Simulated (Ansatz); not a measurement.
# linear Tc chain: period, moment and channels by functional, part 3 of 4

Aim: how far do the period, the moment and the conductance of the linear Tc chain depend on the functional, the datasets and spin-orbit coupling, and at what cost?

Ansatz 0.2.0; DFT PBE, plane waves, PAW; relaxation of a chain's period (the session's first sound run).

So far, conductance of the lead as this run defines it (G₀): step 3 (the perfect wire, level PBE, k-mesh 1×1×37) 6.00; step 5 (bands of the perfect wire, level r2SCAN, k-mesh 1×1×36) 4.50; step 7 (the wire at its relaxed period, level LDA, k-mesh 1×1×38) 6.00.

### Step 8. Relaxation of atoms and period

This step: DFT PBEsol, plane waves, PAW; relaxation of a chain's period (Ansatz 0.2.0).

The relaxation is repeated under another functional. PBEsol weakens PBE's gradient terms and usually lands between LDA and PBE.

The input, input.yaml:

```yaml
crystal:
  lattice:
    - [7.5, 0.0, 0.0]
    - [0.0, 7.5, 0.0]
    - [0.0, 0.0, 2.7342]
  atoms:
    - { symbol: Tc, position: [0.5, 0.5, 0.0], spin: 2.0 }
magnetization:
  spin_polarized: true
kpoints:
  mp_grid: { grid: [1, 1, 30] }
scf:
  occupations: { method: fermi_dirac, width: 0.05 }
hamiltonian:
  xc: pbesol
relax:
  cell: { fix: [a, b, alpha, beta, gamma] }
  max_steps: 60
```

Run with:

```sh
> ansatz run input.yaml --threads 4 --pin off --max-ram 8192MiB --backend cpu --events-out ev --progress --plain --runs-dir out
```

Numbers of over 12 decimals in the logs are rounded to 6 here.

Log:

```text
[...]
Crystal: 1 atoms, lattice volume = 153.799 Å³
Basis set: ecut = 500 eV, 3865 PW (Γ), exchange–correlation on 120×120×40 points (8 copies of the dense FFT grid, shifted against one another)
Bands: 13, of which v1, the nominal top of the filled ones, is band 8 counted from 1 (7 counted from 0)
Symmetry: 16 space group operations
[...]
-0.225498       0.000000       0.000000
        0.000000      -0.225498       0.000000
        0.000000       0.000000      -0.002636
  P = ⅓ Tr σ = -0.1512 GPa (-1.512 kbar)
--- Relaxed structure (9 steps of the walk, 8 accepted, 1 SCFs on fresh bases) ---
[...]
cell:  # Å, volume = 120.7054 Å³
    - [7.5, 0.0, 0.0]
    - [0.0, 7.5, 0.0]
    - [0.0, 0.0, 2.145874]
  atoms:
    - { symbol: Tc, position: [0.5, 0.5, 0.0] }
[key lines of the parts left out:]
SCF converged after 8 iterations
Magnetization: -0.0000 μB (7.5000 up, 7.5000 down)
Free energy (F): -5332.947256 eV
Fermi energy:    -1.647640 eV
```

Wall time 16 s (4 threads of Arm Neoverse V1, shared host); peak memory 0.46 GiB.

Relaxation path:

```
step  energy less that of the first step (eV)  largest force component (eV/Å)  pressure (GPa)  volume (Å³)
   1                                   0.0000                          0.0000           -1.58       153.80
   2                                  -0.2184                          0.0000           -1.71       146.30
   3                                  -0.4808                          0.0000           -2.02       138.80
   4                                  -0.7263                          0.0000           -1.52       131.31
   5                                  -1.0083                          0.0000           -1.29       123.81
   6                                  -0.9604                          0.0000            1.96       116.31
   7                                  -1.0422                          0.0000           -0.34       121.17
   8                                  -1.0431                          0.0000           -0.12       120.64
   9                                  -1.0431                          0.0000           -0.15       120.71
 10*                                  -1.0428                          0.0000           -0.15       120.71
```

Relaxation steps marked * repeat the geometry before them on a plane-wave basis chosen anew for their cell, so energy and pressure can jump there. Relaxation step 6 was tried and not accepted.

```
cell as run  before  after   change
      c (Å)   2.734  2.146  -21.5 %
```

The relaxed structure:

```
Tc
1.0
     7.50000    0.00000    0.00000
     0.00000    7.50000    0.00000
     0.00000    0.00000    2.14587
Tc
1
Cartesian
  3.7500 3.7500 0.0000
```

The cell's length comes to 2.146 Å, -1.0 % against the first run, with no moment. That is -22 % against the start, more than a small adjustment.

The cell shrank by 21.5 % in its periodic edges.

### Step 9. The perfect wire, level PBEsol, k-mesh 1×1×38

This step: DFT PBEsol, plane waves, PAW; channels and complex bands of a perfect chain (Ansatz 0.2.0).

The channels are counted again under PBEsol, at the period that it gave.

The input, input.yaml:

```yaml
crystal:
  lattice:
    - [7.5, 0.0, 0.0]
    - [0.0, 7.5, 0.0]
    - [0.0, 0.0, 2.1458741383]
  atoms:
    - { symbol: Tc, position: [0.5, 0.5, 0.0] }
kpoints:
  mp_grid: { grid: [1, 1, 38] }
  band_path: { path: ["Γ", Z], npoints: 60 }
scf:
  occupations: { method: fermi_dirac, width: 0.05 }
hamiltonian:
  xc: pbesol
output:
  transmission:
    e_range: [-2, 2]
    de: 0.035
    kmesh: [1, 1]
    reduced_basis: true
    leads: [[0, 0]]
  dos: { projected: true, e_range: [-6, 4] }
```

Log:

```text
[...]
Crystal: 1 atoms, lattice volume = 120.705 Å³
Basis set: ecut = 500 eV, 3055 PW (Γ)
Bands: 12, of which v1, the nominal top of the filled ones, is band 8 counted from 1 (7 counted from 0)
Symmetry: 16 space group operations
[...]
k-points: 20 of 38
[...]
k-point 19: bands = [... 4 lower, -5.9581, -5.9581, -0.7453, -0.7442, 1.2914, 5.1731, 9.1032, 9.1032]
--- Transmission ---
  basis      : 593 plane waves across, 3 finite elements along
  points     : 1, standing for a mesh of 1 x 1
[...]
crystal 0  : Tc1, at the sites [0, 0], period 2.1459 Å: whole cells are its period
[...]
filled         : 5.0 meV under the level at which it is neutral
    channels       : 6.000000e0 a spin
[...]
[key lines of the parts left out:]
SCF converged after 7 iterations
Free energy (F): -5332.939519 eV
Fermi energy:    -1.583228 eV
```

Elapsed: 10 s, on 4 threads; peak memory 0.48 GiB.

At the computed energy nearest the Fermi level there are 6 channels a spin, and the thermal average gives 6.00 G₀.

### Step 10. Comparing the runs

Times are for 4 threads of Arm Neoverse V1, shared host. The runs compared:

```
no.   level  conductance of the lead as this run defines it (G₀)  absolute moment (μB)  time  memory (GiB)
  1     PBE                                                6.000                     0  11 s          0.48
  2  r2SCAN                                                4.500                 2.204  25 s          0.73
  3     LDA                                                6.000                     0  10 s          0.47
  4  PBEsol                                                6.000                     0  10 s          0.48
```

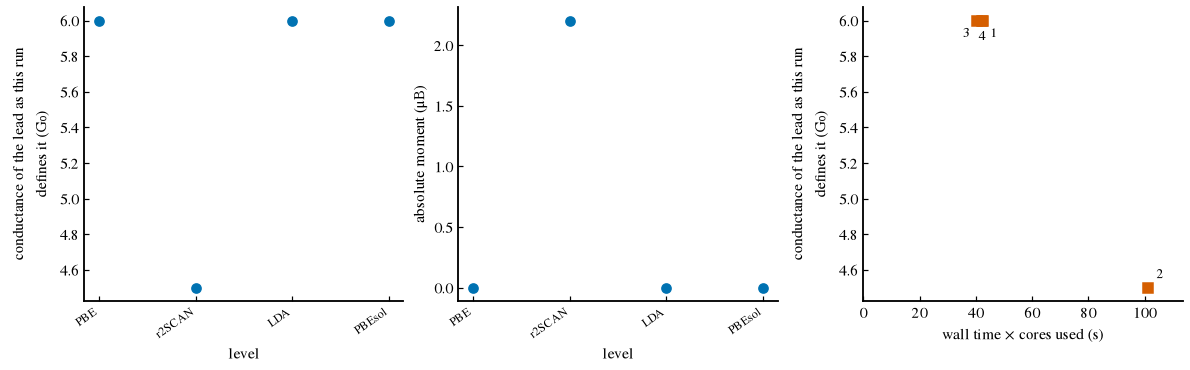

The series as plots; the last panel sets the first result against cost, with the runs numbered as in the table.

### Step 11. Relaxation of atoms and period, cutoff 1142.88 eV

This step: DFT PBE, plane waves, norm-conserving; relaxation of a chain's period (Ansatz 0.2.0).

The same functional on other atomic datasets tests how far the result hangs on the treatment of the cores. Against the first PBE run of this kind, the cutoff is 1142.88 eV against 500.

The input, input.yaml:

```yaml
crystal:
  lattice:
    - [7.5, 0.0, 0.0]
    - [0.0, 7.5, 0.0]
    - [0.0, 0.0, 2.7342]
  atoms:
    - { symbol: Tc, position: [0.5, 0.5, 0.0], spin: 2.0 }
magnetization:
  spin_polarized: true
kpoints:
  mp_grid: { grid: [1, 1, 30] }
scf:
  occupations: { method: fermi_dirac, width: 0.05 }
hamiltonian:
  xc: pbe
  pseudopotentials: { kind: nc, accuracy: standard }
relax:
  cell: { fix: [a, b, alpha, beta, gamma] }
  max_steps: 60
```

Log:

```text
[...]
Crystal: 1 atoms, lattice volume = 153.799 Å³
Basis set: ecut = 1142.878222 eV, 13495 PW (Γ), exchange–correlation on 180×180×64 points (8 copies of the dense FFT grid, shifted against one another)
Bands: 13, of which v1, the nominal top of the filled ones, is band 8 counted from 1 (7 counted from 0)
Symmetry: 16 space group operations
[...]
-0.238071       0.000000       0.000000
        0.000000      -0.238071       0.000000
        0.000000       0.000000       0.021763
  P = ⅓ Tr σ = -0.1515 GPa (-1.515 kbar)
--- Relaxed structure (8 steps of the walk, 7 accepted, 1 SCFs on fresh bases) ---
[...]
cell:  # Å, volume = 122.1277 Å³
    - [7.5, 0.0, 0.0]
    - [0.0, 7.5, 0.0]
    - [0.0, 0.0, 2.171159]
  atoms:
    - { symbol: Tc, position: [0.5, 0.5, 0.0] }
[key lines of the parts left out:]
SCF converged after 6 iterations
Magnetization: 0.0000 μB (7.5000 up, 7.5000 down)
Free energy (F): -2304.524580 eV
Fermi energy:    -1.587304 eV
```

The job ended after 43 s (4 threads; peak memory 0.87 GiB; 2.8 min of CPU time).

The cell's length comes to 2.171 Å, +0.1 % against the first run, with no moment. That is -21 % against the start, more than a small adjustment.

### Step 12. The relaxed wire

This step: DFT PBE, plane waves, PAW; relaxation of a chain's period (Ansatz 0.2.0).

No moment formed, so a run without spin should agree; this checks it and saves time.

input.yaml, the sections that differ from step 11:

```yaml
crystal:
  lattice:
    - [7.5, 0.0, 0.0]
    - [0.0, 7.5, 0.0]
    - [0.0, 0.0, 2.7342]
  atoms:
    - { symbol: Tc, position: [0.5, 0.5, 0.0] }
hamiltonian:
  xc: pbe
# kpoints, scf, relax: as in step 11
# magnetization: removed
```

Log:

```text
[...]
Crystal: 1 atoms, lattice volume = 153.799 Å³
Basis set: ecut = 500 eV, 3865 PW (Γ), exchange–correlation on 120×120×40 points (8 copies of the dense FFT grid, shifted against one another)
Bands: 12, of which v1, the nominal top of the filled ones, is band 8 counted from 1 (7 counted from 0)
Symmetry: 16 space group operations
[...]
k-points: 16 of 30
[...]
--- Stress (GPa, compression-positive) ---
       -0.238332       0.000000       0.000000
        0.000000      -0.238332       0.000000
        0.000000       0.000000       0.004751
  P = ⅓ Tr σ = -0.1573 GPa (-1.573 kbar)
--- Relaxed structure (7 steps of the walk, 7 accepted, 1 SCFs on fresh bases) ---
[...]
cell:  # Å, volume = 122.0049 Å³
    - [7.5, 0.0, 0.0]
    - [0.0, 7.5, 0.0]
    - [0.0, 0.0, 2.168977]
  atoms:
    - { symbol: Tc, position: [0.5, 0.5, 0.0] }
[key lines of the parts left out:]
SCF converged after 5 iterations
Free energy (F): -5393.768498 eV
Fermi energy:    -1.608355 eV
```

The job ended after 4.7 s (4 threads; peak memory 0.41 GiB).

The cell's length comes to 2.169 Å, +0.0 % against the first run, with spin left out. That is -21 % against the start, more than a small adjustment.

### Step 13. Comparing the runs

Times are for 4 threads of Arm Neoverse V1, shared host. The series side by side:

```
no.          level  cell length along the wire (Å)  absolute moment (μB)   time  memory (GiB)
  1            PBE                           2.169                     0   15 s          0.46
  2         r2SCAN                           2.269                 2.204   46 s          0.74
  3            LDA                           2.132                     0   12 s          0.43
  4         PBEsol                           2.146                     0   16 s          0.46
  5  PBE, NC files                           2.171                     0   43 s          0.87
  6   PBE, no spin                           2.169                     0  4.7 s          0.41
```

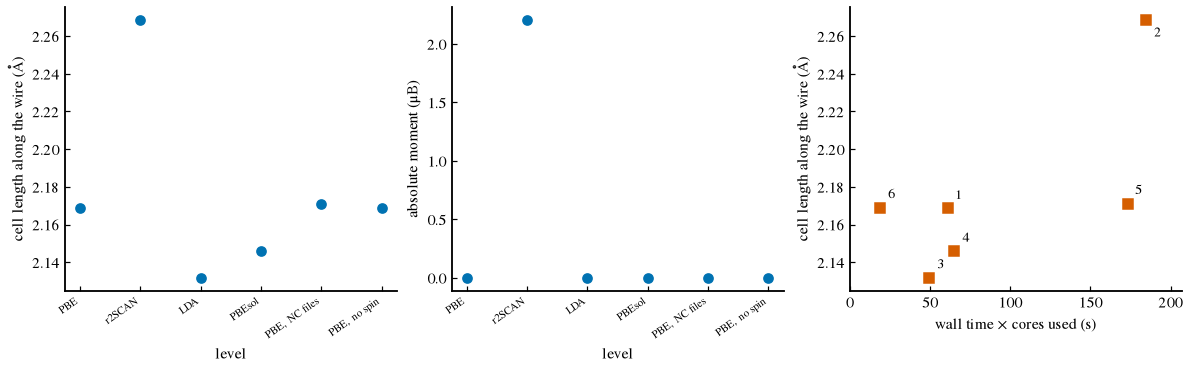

The series as plots; the last panel sets the first result against cost, with the runs numbered as in the table.

### Step 14. Two-component spinors

This step: DFT PBE, plane waves, fully relativistic PAW; channels of a perfect chain with spin-orbit coupling (Ansatz 0.2.0).

Spin-orbit coupling mixes the spins and splits bands that cross or touch without it, so it can open or close channels. Fully relativistic datasets take the place of the scalar ones. The window is narrow, since spinor matrices are twice as large.

The input, input.yaml:

```yaml
crystal:
  lattice:
    - [7.5, 0.0, 0.0]
    - [0.0, 7.5, 0.0]
    - [0.0, 0.0, 2.1685796436]
  atoms:
    - { symbol: Tc, position: [0.5, 0.5, 0.0] }
kpoints:
  mp_grid: { grid: [1, 1, 37] }
  band_path: { path: ["Γ", Z], npoints: 60 }
scf:
  occupations: { method: fermi_dirac, width: 0.05 }
hamiltonian:
  xc: pbe
  pseudopotentials: { kind: paw_fr }
output:
  transmission:
    e_range: [-0.42, 0.42]
    de: 0.035
    kmesh: [1, 1]
    reduced_basis: false
    leads: [[0, 0]]
magnetization:
  noncollinear: true
  spin_orbit: true
```

Log:

```text
[...]
non-collinear run that drives no moment, with spin-orbit: no starting moment large enough to seed its density (crystal.atoms[].spin), no starting occupations that ask for one, no magnetisation constraint and no magnetic field, so the semilocal B_xc is pinned to zero
Crystal: 1 atoms, lattice volume = 121.983 Å³
Basis set: ecut = 500 eV, 3055 PW (Γ)
Bands: 24, of which v1, the nominal top of the filled ones, is band 15 counted from 1 (14 counted from 0)
Symmetry: 16 space group operations + 16 with time reversal
[...]
k-points: 19 of 37
Projection manifold: j_resolved (fully-relativistic pseudo-atomic orbitals)
[...]
SCF iter   1: F=—  HF=-5395.161566 eV  |F-HF|=—  |Δ(HF+E_count)|=         —  Δρ=3.44e-2  dr2=3.18e0  dr2_m=0.00e0 (ungated)  ethr=3.10e-3  |M|=0.00e0 ∫|m|=0.00e0 μB  |m|>n=0.0e0 m-floor=0.0e0 τ_xc=0.0e0  β_m=1.00  ⟨swp⟩=8.8  Hψ=1469  notcnv=0  defer=12
[...]
spin=Noncollinear: LDOS preconditioning applied to the charge; magnetization (m_x, m_y, m_z) channels mix plain (no charge-response kernel on spin).
SCF iter   2: F=—  HF=-5394.208430 eV  |F-HF|=—  |Δ(HF+E_count)|=   9.53e-1  Δρ=1.43e-2  dr2=1.69e-1  dr2_m=0.00e0 (ungated)  ethr=3.10e-3  |M|=0.00e0 ∫|m|=0.00e0 μB  |m|>n=0.0e0 m-floor=0.0e0 τ_xc=0.0e0  β_m=1.00  ⟨swp⟩=3.2  Hψ=599  notcnv=0  defer=48
[...]
SCF iter   7: F=-5394.212382 eV  HF=-5394.212382 eV  |F-HF|=1.27e-8  |Δ(HF+E_count)|=   9.86e-8  Δρ=4.84e-6  dr2=1.57e-8  dr2_m=0.00e0 (ungated)  ethr=6.67e-10  |M|=0.00e0 ∫|m|=0.00e0 μB  |m|>n=0.0e0 m-floor=0.0e0 τ_xc=0.0e0  ⟨swp⟩=9.5  Hψ=1066  notcnv=0
SCF 1 converged in 7 iterations: F = -5394.212382 eV  dr2 = 1.57e-8
[...]
transmission: 4 of 4 steps passed
SCF converged after 7 iterations
Magnetization: |M| = 0.0000 μB,  M = (+0.0000, +0.0000, +0.0000) μB
Absolute magnetization: 0.0000 μB (∫|m|)
  site 0: m = (+0.0000, +0.0000, +0.0000) μB, |m| = 0.0000 μB  (R = 0.89 Å)
Free energy (F): -5394.212382 eV
[...]
Internal energy: -5394.198124 eV  (E = F + TS)
E sigma→0 (E₀):  -5394.205253 eV
Entropy (-TS):   -0.014258 eV (-14.258 meV/atom)
Fermi energy:    -1.556215 eV
[...]
--- Band table (eV; the first three rows and the last of 19) ---
  k-point 0: bands = [... 11 lower, -3.0415, -3.0214, -3.0214, -2.8323, -2.8323, 0.8580, 0.8580, 1.0233, ... 5 higher]
  k-point 1: bands = [... 11 lower, -3.0191, -3.0088, -3.0088, -2.8194, -2.8194, 0.7886, 0.7886, 0.9586, ... 5 higher]
  k-point 2: bands = [... 11 lower, -2.9713, -2.9518, -2.9518, -2.7809, -2.7809, 0.5804, 0.5804, 0.7604, ... 5 higher]
  k-point 18: bands = [... 11 lower, -5.6919, -0.8879, -0.8879, -0.6425, -0.6425, 1.2078, 1.2078, 5.0523, ... 5 higher]
--- Transmission ---
  basis      : 593 plane waves across, 4 finite elements along
  points     : 1, standing for a mesh of 1 x 1
[...]
crystal 0  : Tc1, at the sites [0, 0], period 2.1686 Å: whole cells are its period
[...]
filled         : 12.1 meV under the level at which it is neutral
    channels       : 1.200000e1 of both spins
[...]
```

Run time: 8.4 min. Hardware: 4 threads; peak memory 4.3 GiB.

This step gave:

* energy at zero smearing: -5394.2053 eV
* channels at the energy nearest the Fermi level, both spins: 12

The open channels of the lead, both spins by energy, zero at the Fermi level:

```
energy (eV)  open channels of the lead, both spins
     -0.420                                     12
     -0.315                                      8
     -0.245                                      8
     -0.140                                     12
     -0.035                                     12
      0.000                                     12
      0.035                                     12
      0.140                                     12
      0.245                                     12
      0.315                                     12
      0.420                                     12
```

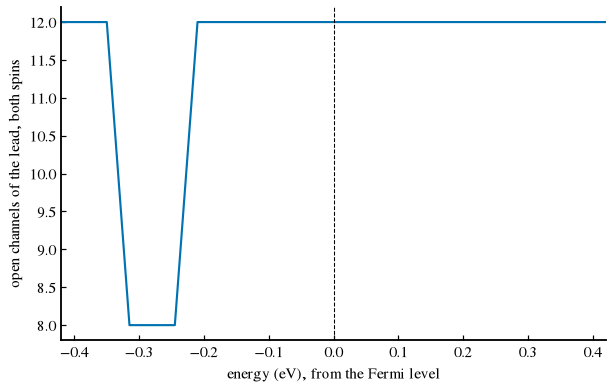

Open channels of the lead, both spins against energy.

The slowest values at each energy, most degenerate partners merged, listed up to 1.5 1/Å. The Im kz of the slowest decaying states by energy, zero at the Fermi level:

```
energy (eV)  decay 1 (Å⁻¹)  decay 2 (Å⁻¹)  decay 3 (Å⁻¹)  decay 4 (Å⁻¹)
     -0.385           1.04           1.05           1.14           1.29
     -0.315        0.00633           1.03           1.04           1.14
     -0.210           1.02           1.03           1.12           1.27
     -0.105           1.01           1.01           1.11           1.26
      0.000          0.992           1.00           1.10           1.25
      0.105          0.977          0.987           1.08           1.23
      0.210          0.963          0.972           1.07           1.22
      0.315          0.948          0.958           1.06           1.21
      0.385          0.938          0.948           1.05           1.20
```

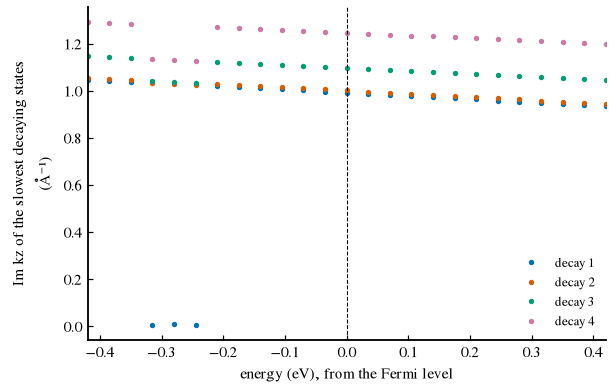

Im kz of the slowest decaying states against energy.

The electronic bands at the labelled points (eV, zero at the Fermi level):

```
point  band 13  band 14  band 15  band 16  band 17  band 18  band 19  band 20
    Γ    -1.47    -1.47    -1.28    -1.28     2.41     2.41     2.58     2.58
    Z     0.67     0.67     0.92     0.92     2.78     2.78     6.63     6.63
```

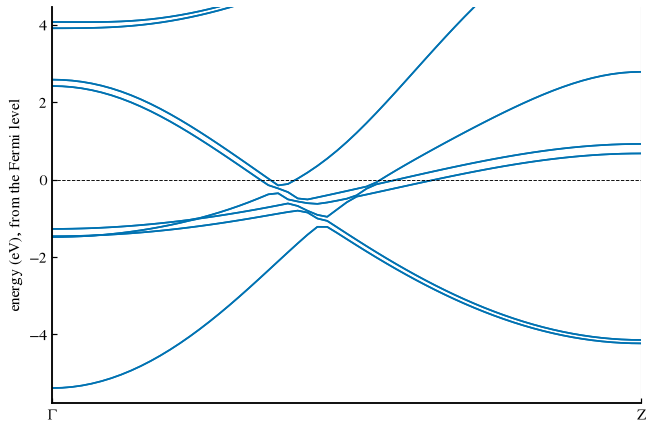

Electronic bands along the path.

At the computed energy nearest the Fermi level there are 12 spinor channels, and the thermal average gives 6.00 G₀.

[end of part 3 of 4]

[Logs are printed without paths, hosts, clocks, repeated set-up lines and the standing remarks that a program may print on its own settings, such as how far it seeks lower states.]

[Hosts, paths, dates, database ids (printed as entryN), source tags and the programs' standing remarks are cut or masked in the printed files.]
